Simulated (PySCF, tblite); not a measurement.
# C5H9F2NO: a rotation path, then NMR shifts on frames

How do NMR shifts of C5H9F2NO (`CNC(=O)[C@@H](C)C(F)F`) change as the atoms move?

The runs use tblite 0.8.0 and PySCF 2.14.0, with density-fitted response routines of our own; the level of theory stands in each step. All values are computed, except where a source is named. Atoms count from 0, in the outputs and in this text.

## (1) The starting structure

18 atoms, charge 0, multiplicity 1; geometry from: GFN2-xTB.

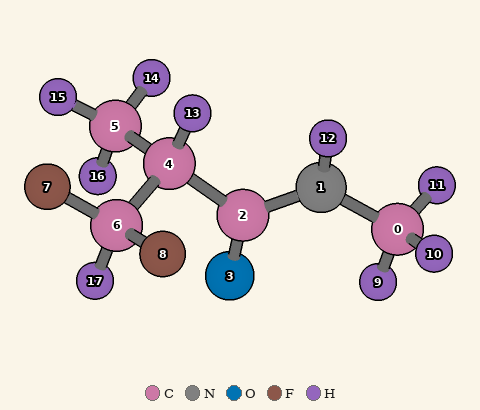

The starting geometry (carbon pink, nitrogen grey, oxygen blue, fluorine brown, hydrogen purple), atoms numbered.

## (2) A band between two rotamers with GFN2-xTB

What the job is given:

```
{"job": {"kind": "neb", "xc": "GFN2-xTB", "basis": "xTB", "atoms": [2, 4, 6, 8], "turn": 120}, "charge": 0, "multiplicity": 1}
C      2.828347    -0.217481    -0.421876
N      1.452423    -0.588483    -0.190869
C      0.475908     0.325355    -0.045247
O      0.664394     1.522476    -0.065921
C     -0.927530    -0.255986     0.169154
C     -1.473944     0.208789     1.518218
C     -1.798264     0.275736    -0.964818
F     -3.082322    -0.138545    -0.837761
F     -1.370094    -0.217567    -2.155239
H      2.877489     0.869871    -0.416785
H      3.171158    -0.591050    -1.387916
H      3.468750    -0.614724     0.367381
H      1.228800    -1.570472    -0.208212
H     -0.923523    -1.348165     0.110911
H     -0.903583    -0.242400     2.326212
H     -2.518488    -0.074372     1.622977
H     -1.387096     1.290250     1.592170
H     -1.791184     1.373084    -1.024037
```

Method: GFN2-xTB climbing-image nudged elastic band, gas phase.

Launch:

```
OMP_NUM_THREADS=1 python probes_run.py task.json out
```

This one command runs all jobs of the session in turn.

Log:

```text
image   E - E0 / eV
  0      -0.0000
  1       0.0170
  2       0.0555
  3       0.1019
  4       0.1419
  5       0.1663
  6       0.1733
  7       0.1682
  8       0.1630
```

It took 5.3 s on 1 thread of Intel Xeon Platinum 8259CL at 2.50GHz, shared host; peak memory 0.19 GiB.

The final band, with the dihedral C2–C4–C6–F8:

| image | dihedral (°) | energy (eV) | energy (kcal/mol) |
| --- | --- | --- | --- |
| 0 | 66 | 0.000 | 0.0 |
| 1 | 78 | 0.017 | 0.4 |
| 2 | 90 | 0.056 | 1.3 |
| 3 | 101 | 0.102 | 2.3 |
| 4 | 113 | 0.142 | 3.3 |
| 5 | 125 | 0.166 | 3.8 |
| 6 | 137 | 0.173 | 4.0 |
| 7 | 150 | 0.168 | 3.9 |
| 8 | 163 | 0.163 | 3.8 |

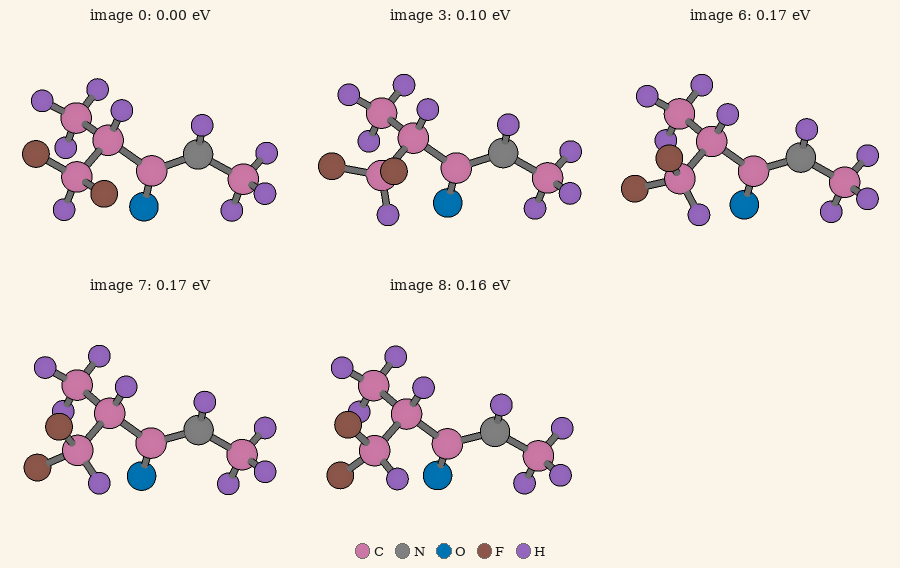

Images along the band.

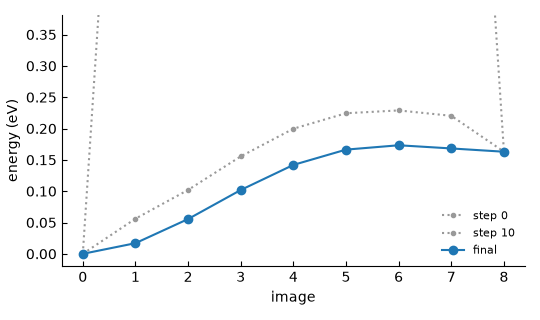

Energy along the band, early and final.

## (3) Shielding tensors: image 0, PBE0/pcSseg-1

What the job is given:

```
{"job": {"kind": "nmr", "xc": "PBE0", "basis": "pcSseg-1", "pop": false}, "charge": 0, "multiplicity": 1}
C      2.828300    -0.217500    -0.421900
N      1.452400    -0.588500    -0.190900
C      0.475900     0.325400    -0.045200
O      0.664400     1.522500    -0.065900
C     -0.927500    -0.256000     0.169200
C     -1.473900     0.208800     1.518200
C     -1.798300     0.275700    -0.964800
F     -3.082300    -0.138500    -0.837800
F     -1.370100    -0.217600    -2.155200
H      2.877500     0.869900    -0.416800
H      3.171200    -0.591000    -1.387900
H      3.468800    -0.614700     0.367400
H      1.228800    -1.570500    -0.208200
H     -0.923500    -1.348200     0.110900
H     -0.903600    -0.242400     2.326200
H     -2.518500    -0.074400     1.623000
H     -1.387100     1.290200     1.592200
H     -1.791200     1.373100    -1.024000
```

With the program's defaults for keys left out, this is: GIAO PBE0/pcSseg-1 NMR shielding, non-relativistic, gas phase.

Log:

```text
coarse grid: 15336 points
cycle   1  E = -524.7494685981  dE =  1.332e+00  |g| = 1.042e+00  |ddm| = 3.610e+00
cycle   2  E = -524.1998468405  dE =  5.496e-01  |g| = 1.996e+00  |ddm| = 2.471e+00
cycle   3  E = -524.9327059018  dE = -7.329e-01  |g| = 3.028e-01  |ddm| = 1.936e+00
cycle   4  E = -524.9492583221  dE = -1.655e-02  |g| = 9.443e-02  |ddm| = 2.619e-01
cycle   5  E = -524.9506408841  dE = -1.383e-03  |g| = 2.645e-02  |ddm| = 7.057e-02
cycle   6  E = -524.9507900730  dE = -1.492e-04  |g| = 6.750e-03  |ddm| = 2.562e-02
cycle   7  E = -524.9507995126  dE = -9.440e-06  |g| = 1.652e-03  |ddm| = 5.786e-03
final grid: 149800 points
cycle   8  E = -525.0242000014  dE = -3.753e-05  |g| = 1.356e-02  |ddm| = 3.107e-02
cycle   9  E = -525.0241131899  dE =  8.681e-05  |g| = 2.551e-02  |ddm| = 2.778e-02
cycle  10  E = -525.0242351608  dE = -1.220e-04  |g| = 2.564e-03  |ddm| = 1.927e-02
cycle  11  E = -525.0242365464  dE = -1.386e-06  |g| = 3.592e-04  |ddm| = 1.992e-03
cycle  12  E = -525.0242365618  dE = -1.538e-08  |g| = 1.833e-04  |ddm| = 3.800e-04
cycle  13  E = -525.0242365673  dE = -5.509e-09  |g| = 2.992e-05  |ddm| = 1.263e-04
cycle  14  E = -525.0242365675  dE = -1.735e-10  |g| = 1.044e-05  |ddm| = 2.964e-05
converged SCF energy = -525.0242365675

GIAO shielding tensors (ppm)
atom      isotropic    diamagn.    paramagn.     s11        s22        s33       span
  0 C      160.424     243.065     -82.641    131.623    161.665    187.986     56.363
  1 N      141.699     329.402    -187.703     48.655    153.926    222.517    173.862
  2 C       14.691     250.455    -235.765    -72.358     22.237     94.193    166.551
  3 O      -42.840     403.016    -445.857   -341.146   -172.765    385.390    726.535
  4 C      134.347     250.168    -115.821    123.879    129.584    149.579     25.699
  5 C      171.893     246.224     -74.331    160.494    167.605    187.581     27.087
  6 C       61.334     242.444    -181.110     44.796     65.697     73.509     28.713
  7 F      320.147     470.093    -149.946    222.059    340.710    397.672    175.613
  8 F      306.314     474.920    -168.606    213.511    334.590    370.841    157.330
  9 H       27.266      28.719      -1.453     22.683     27.864     31.252      8.569
 10 H       29.198      27.502       1.696     23.620     27.486     36.487     12.866
 11 H       29.230      27.393       1.837     23.664     27.370     36.657     12.992
 12 H       26.944      36.574      -9.630     20.283     29.342     31.207     10.925
 13 H       29.657      33.997      -4.341     27.625     29.211     32.134      4.508
 14 H       30.622      29.806       0.816     26.092     28.689     37.087     10.994
 15 H       30.388      28.985       1.403     25.443     28.994     36.727     11.284
 16 H       30.082      29.833       0.249     25.933     28.980     35.335      9.402
 17 H       25.538      29.304      -3.766     23.984     25.289     27.342      3.358
```

Run time: 42 s. Hardware: 1 thread of Intel Xeon Platinum 8259CL at 2.50GHz, shared host; peak memory 0.87 GiB.

Shifts follow as δ = σ(reference) − σ, with reference shieldings (ppm) from runs at the same level and on the same kind of geometry: 1H TMS 31.72, 13C TMS 186.9, 19F CFCl3 170.9, 15N NH3 267.7, 17O H2O 336.1. The references are single molecules in the gas phase, so shifts against H2O, NH3, PH3, H3PO4 or CFCl3 are not on the usual liquid scales and can be off by tens of ppm. Each atom is listed at this fixed geometry, with no averaging over motion; a spectrum would average atoms that exchange fast.

| atoms | environment | σ (ppm) | δ (ppm) |
| --- | --- | --- | --- |
| C2 | amide carbonyl carbon | 14.7 | 172.2 |
| C6 | sp3 CH bonded to 2 F | 61.3 | 125.6 |
| C4 | sp3 CH α to a carbonyl | 134.3 | 52.6 |
| C0 | methyl carbon bonded to N | 160.4 | 26.5 |
| C5 | methyl carbon | 171.9 | 15.0 |
| H17 | hydrogen on an sp3 CH bonded to 2 F | 25.54 | 6.18 |
| H12 | hydrogen on an amide-type nitrogen | 26.94 | 4.77 |
| H9 | hydrogen on a methyl carbon bonded to N | 27.27 | 4.45 |
| H10 | hydrogen on a methyl carbon bonded to N | 29.20 | 2.52 |
| H11 | hydrogen on a methyl carbon bonded to N | 29.23 | 2.49 |
| H13 | hydrogen on an sp3 CH α to a carbonyl | 29.66 | 2.06 |
| H16 | hydrogen on a methyl carbon | 30.08 | 1.63 |
| H15 | hydrogen on a methyl carbon | 30.39 | 1.33 |
| H14 | hydrogen on a methyl carbon | 30.62 | 1.09 |
| N1 | amide-type nitrogen | 141.7 | 126.0 |
| O3 | amide-type carbonyl oxygen | -42.8 | 378.9 |
| F8 | fluorine of a CF2 group | 306.3 | -135.4 |
| F7 | fluorine of a CF2 group | 320.1 | -149.2 |

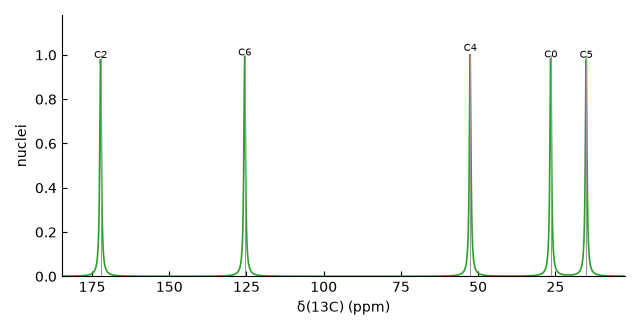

13C lines at the computed shifts, without couplings. Lines are broadened to a width of 0.63 ppm (Lorentzian).

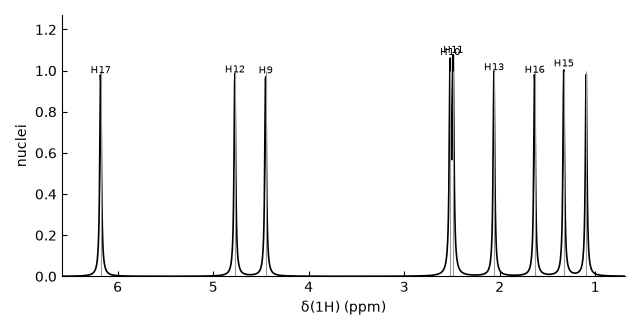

1H lines at the computed shifts, without couplings. Lines are broadened to a width of 0.02 ppm (Lorentzian).

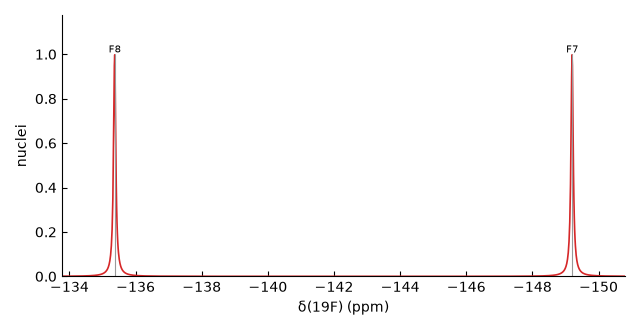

19F lines at the computed shifts, without couplings. Lines are broadened to a width of 0.08 ppm (Lorentzian).

## (4) NMR shieldings: image 3, PBE0/pcSseg-1

What the job is given:

```
{"job": {"kind": "nmr", "xc": "PBE0", "basis": "pcSseg-1", "pop": false}, "charge": 0, "multiplicity": 1}
C      2.846500    -0.149000    -0.386500
N      1.474200    -0.558600    -0.197800
C      0.478500     0.331100    -0.025400
O      0.652000     1.530700    -0.006200
C     -0.922700    -0.271000     0.136300
C     -1.486400     0.116400     1.505000
C     -1.791900     0.281300    -1.002600
F     -3.053600     0.562500    -0.609300
F     -1.916100    -0.654200    -1.981800
H      2.870200     0.939000    -0.353600
H      3.222500    -0.492200    -1.351400
H      3.479700    -0.549600     0.406200
H      1.274700    -1.544600    -0.245400
H     -0.899600    -1.360600     0.038400
H     -0.892900    -0.344200     2.290500
H     -2.516200    -0.218600     1.599900
H     -1.456500     1.196500     1.627100
H     -1.371300     1.191300    -1.455100
```

Method: GIAO PBE0/pcSseg-1 NMR shielding, non-relativistic, gas phase.

Log:

```text
coarse grid: 15336 points
cycle   1  E = -524.7419571871  dE =  1.329e+00  |g| = 1.046e+00  |ddm| = 3.610e+00
cycle   2  E = -524.1730600495  dE =  5.689e-01  |g| = 2.021e+00  |ddm| = 2.512e+00
cycle   3  E = -524.9269026952  dE = -7.538e-01  |g| = 3.037e-01  |ddm| = 1.976e+00
cycle   4  E = -524.9434833068  dE = -1.658e-02  |g| = 9.658e-02  |ddm| = 2.631e-01
cycle   5  E = -524.9449403233  dE = -1.457e-03  |g| = 2.636e-02  |ddm| = 7.127e-02
cycle   6  E = -524.9450881996  dE = -1.479e-04  |g| = 6.956e-03  |ddm| = 2.588e-02
cycle   7  E = -524.9450982715  dE = -1.007e-05  |g| = 1.674e-03  |ddm| = 5.898e-03
cycle   8  E = -524.9450987646  dE = -4.931e-07  |g| = 5.949e-04  |ddm| = 1.634e-03
final grid: 149800 points
cycle   9  E = -525.0197415492  dE = -4.353e-05  |g| = 1.295e-02  |ddm| = 3.067e-02
cycle  10  E = -525.0196704630  dE =  7.109e-05  |g| = 2.341e-02  |ddm| = 2.543e-02
cycle  11  E = -525.0197741301  dE = -1.037e-04  |g| = 2.933e-03  |ddm| = 1.778e-02
cycle  12  E = -525.0197758665  dE = -1.736e-06  |g| = 3.661e-04  |ddm| = 2.310e-03
cycle  13  E = -525.0197758813  dE = -1.480e-08  |g| = 1.848e-04  |ddm| = 3.547e-04
cycle  14  E = -525.0197758865  dE = -5.184e-09  |g| = 2.900e-05  |ddm| = 1.162e-04
cycle  15  E = -525.0197758866  dE = -1.595e-10  |g| = 1.133e-05  |ddm| = 2.927e-05
converged SCF energy = -525.0197758866

GIAO shielding tensors (ppm)
atom      isotropic    diamagn.    paramagn.     s11        s22        s33       span
  0 C      160.116     242.930     -82.814    131.498    160.780    188.070     56.572
  1 N      142.223     329.275    -187.051     48.129    155.210    223.331    175.203
  2 C       12.489     250.346    -237.857    -74.435     18.344     93.559    167.994
  3 O      -45.523     402.891    -448.414   -338.081   -176.242    377.754    715.835
  4 C      132.890     250.197    -117.307    122.734    129.552    146.384     23.649
  5 C      171.564     245.487     -73.923    161.399    169.108    184.184     22.785
  6 C       62.412     243.329    -180.917     44.528     65.942     76.765     32.236
  7 F      313.359     469.464    -156.105    208.904    322.760    408.412    199.508
  8 F      293.900     472.763    -178.863    203.542    328.221    349.935    146.393
  9 H       27.216      28.665      -1.450     22.644     27.878     31.124      8.480
 10 H       29.209      27.428       1.781     23.714     27.430     36.484     12.769
 11 H       29.220      27.346       1.873     23.698     27.344     36.618     12.920
 12 H       26.877      36.459      -9.582     20.156     29.356     31.118     10.961
 13 H       29.442      33.997      -4.555     27.387     28.800     32.138      4.751
 14 H       30.757      29.789       0.968     26.148     28.963     37.158     11.010
 15 H       30.149      29.272       0.877     25.254     28.819     36.375     11.121
 16 H       30.117      29.686       0.432     26.357     28.521     35.474      9.117
 17 H       25.454      29.188      -3.735     23.553     25.557     27.251      3.699
```

Wall time 42 s (1 thread of Intel Xeon Platinum 8259CL at 2.50GHz, shared host); peak memory 0.93 GiB.

In short: δ C2 174.4, C6 124.5, C4 54.0, C0 26.8, H17 6.26, H12 4.84 ppm.

(Part 1 of 2 ends here.)
